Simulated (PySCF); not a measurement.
# BH (SMILES [BH]) at PBE/def2-TZVPPD

Aim: the vertical singlet–triplet gap of BH at PBE/def2-TZVPPD, from 2 runs. The job is set up through a Python script.

The results are computed with PySCF 2.14.0.

3 further runs of the same task are left out: 1 that didn't finish, 2 set aside as unsound or not needed.

## 1. The molecule

The species is BH (2 atoms), meant as a singlet with charge 0. As SMILES, `[BH]`. Geometry: the measured bond length.

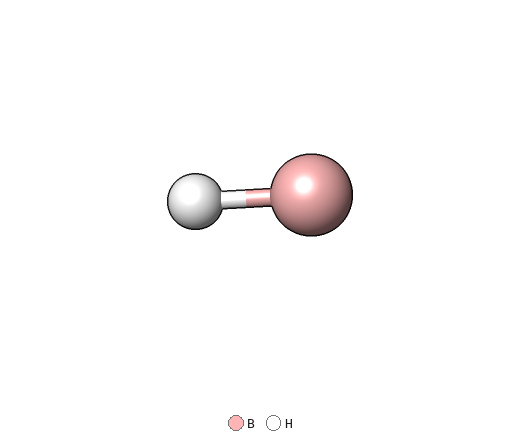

The structure, seen from a chosen angle (boron pink, hydrogen white).

## 2. The energy at PBE/def2-TZVPPD

Input file job.py:

```python
from pyscf import gto, dft

mol = gto.M(
    atom='''
B      0.000000     0.000000     0.000000
H      0.000000     0.000000     2.328898
''',
    charge=0,
    max_memory=1860,
    verbose=4,
    unit='bohr',
    basis='def2-tzvppd',
)

calc0 = dft.RKS(mol, xc='pbe')
calc0.conv_tol = 1e-10
calc0.grids.level = 5
calc0.kernel()
if not calc0.converged:
    calc0 = calc0.newton().run(calc0.mo_coeff, calc0.mo_occ)

e_final = calc0.e_tot
print(f'total energy: {e_final:.8f} hartree')
```

On the command line:

```bash
OMP_NUM_THREADS=1 python job.py
```

The log of the run:

```text
PySCF version 2.14.0

[INPUT] num. atoms = 2
[INPUT] num. electrons = 6
[INPUT] charge = 0
[INPUT] spin (= nelec alpha-beta = 2S) = 0
[INPUT] symmetry False subgroup None
[INPUT] Mole.unit = bohr
[INPUT] Symbol           X                Y                Z      unit          X                Y                Z       unit  Magmom
[INPUT]  1 B      0.000000000000   0.000000000000   0.000000000000 AA    0.000000000000   0.000000000000   0.000000000000 Bohr   0.0
[INPUT]  2 H      0.000000000000   0.000000000000   1.232399748157 AA    0.000000000000   0.000000000000   2.328898000000 Bohr   0.0

nuclear repulsion = 2.1469381656045
number of shells = 20
number of NR pGTOs = 71
number of NR cGTOs = 54
basis = def2-tzvppd
ecp = {}

******** <class 'pyscf.dft.rks.RKS'> ********
method = RKS
initial guess = minao
damping factor = 0
level_shift factor = 0
DIIS = <class 'pyscf.scf.diis.CDIIS'>
diis_start_cycle = 1
diis_space = 8
diis_damp = 0
SCF conv_tol = 1e-10
SCF conv_tol_grad = None
SCF max_cycles = 50
direct_scf = True
direct_scf_tol = 1e-13
XC library pyscf.dft.libxc version 7.0.0
    S. Lehtola, C. Steigemann, M. J.T. Oliveira, and M. A.L. Marques.,  SoftwareX 7, 1–5 (2018)
XC functionals = pbe
    J. P. Perdew, K. Burke, and M. Ernzerhof.,  Phys. Rev. Lett. 77, 3865 (1996)
    J. P. Perdew, K. Burke, and M. Ernzerhof.,  Phys. Rev. Lett. 78, 1396 (1997)
    J. P. Perdew, K. Burke, and M. Ernzerhof.,  Phys. Rev. Lett. 77, 3865 (1996)
    J. P. Perdew, K. Burke, and M. Ernzerhof.,  Phys. Rev. Lett. 78, 1396 (1997)
radial grids:
    Treutler-Ahlrichs [JCP 102, 346 (1995); DOI:10.1063/1.469408] (M4) radial grids

becke partition: Becke, JCP 88, 2547 (1988); DOI:10.1063/1.454033
pruning grids: <function nwchem_prune>
grids dens level: 5
symmetrized grids: False
atomic radii adjust function: <function treutler_atomic_radii_adjust>
small_rho_cutoff = 0
Set gradient conv threshold to 1e-05
Initial guess from minao.
tot grids = 66704
init E= -25.1555589671362
  HOMO = -0.215933557846416  LUMO = -0.119940801471164  gap/eV = 2.61210
cycle= 1 E= -25.2361208283012  delta_E= -0.0806  |g|= 0.0958  |ddm|= 0.783
  HOMO = -0.198374571516746  LUMO = -0.129261499013297  gap/eV = 1.88066
cycle= 2 E= -25.2388841489222  delta_E= -0.00276  |g|= 0.0263  |ddm|= 0.142
  HOMO = -0.201400191498085  LUMO = -0.126955463265504  gap/eV = 2.02574
cycle= 3 E= -25.2390877025374  delta_E= -0.000204  |g|= 0.00569  |ddm|= 0.0338
  HOMO = -0.203209540036255  LUMO = -0.128416033036717  gap/eV = 2.03523
cycle= 4 E= -25.2391027992304  delta_E= -1.51e-05  |g|= 0.000943  |ddm|= 0.00761
  HOMO = -0.202892314224979  LUMO = -0.128173569929677  gap/eV = 2.03320
cycle= 5 E= -25.2391031918429  delta_E= -3.93e-07  |g|= 4.09e-05  |ddm|= 0.00126
  HOMO = -0.202881205600006  LUMO = -0.128160892428461  gap/eV = 2.03324
cycle= 6 E= -25.2391031924302  delta_E= -5.87e-10  |g|= 5.57e-06  |ddm|= 7.5e-05
  HOMO = -0.202883078752627  LUMO = -0.128163396226717  gap/eV = 2.03323
cycle= 7 E= -25.2391031924444  delta_E= -1.42e-11  |g|= 1.54e-06  |ddm|= 1.19e-05
  HOMO = -0.202882759806748  LUMO = -0.128162985404032  gap/eV = 2.03323
Extra cycle  E= -25.2391031924452  delta_E= -7.53e-13  |g|= 8.28e-07  |ddm|= 3.92e-06
converged SCF energy = -25.2391031924452
total energy: -25.23910319 hartree
```

It took 2.9 s on 1 thread of Arm Neoverse N1, shared host; peak memory 0.26 GiB.

## 3. The triplet at the same level

Input file input.py:

```python
from pyscf import gto, dft

mol = gto.M(
    atom='''
B      0.000000     0.000000     0.000000
H      0.000000     0.000000     1.232400
''',
    spin=2,
    charge=0,
    max_memory=1860,
    basis='def2-tzvppd',
    verbose=3,
)

mf = dft.UKS(mol)
mf.xc = 'pbe'
mf.grids.level = 5
mf.conv_tol = 1e-10
mf.kernel()
if not mf.converged:
    mf = mf.newton().run(mf.mo_coeff, mf.mo_occ)

e_tot = mf.e_tot
print('E = %.10f Eh' % e_tot)
```

On the command line:

```bash
OMP_NUM_THREADS=1 python input.py
```

The log of the run:

```text
WARN: HOMO -0.11994079208475 >= LUMO -0.215933553512343

converged SCF energy = -25.2042898925072  <S^2> = 2.0011855  2S+1 = 3.0007903
E = -25.2042898925 Eh
```

It took 4.8 s on 1 thread of Arm Neoverse N1, shared host; peak memory 0.27 GiB.

## 4. Outcome

At PBE/def2-TZVPPD:

| quantity | value |
| --- | --- |
| singlet: total energy | -25.23910 Eh |
| singlet: dipole moment | 1.54 D |
| singlet: HOMO energy | -5.52 eV |
| singlet: LUMO energy | -3.49 eV |
| singlet: HOMO–LUMO gap | 2.03 eV |
| triplet: total energy | -25.20429 Eh |
| triplet: dipole moment | 0.21 D |
| triplet: HOMO energy (highest over α and β) | -4.32 eV |
| triplet: LUMO energy (lowest over α and β) | -3.87 eV |
| triplet: ⟨S²⟩ | 2.001 |
| vertical energy of the triplet above the singlet | 0.947 eV |

At this shape the triplet lies 0.95 eV (21.8 kcal/mol) above the singlet.
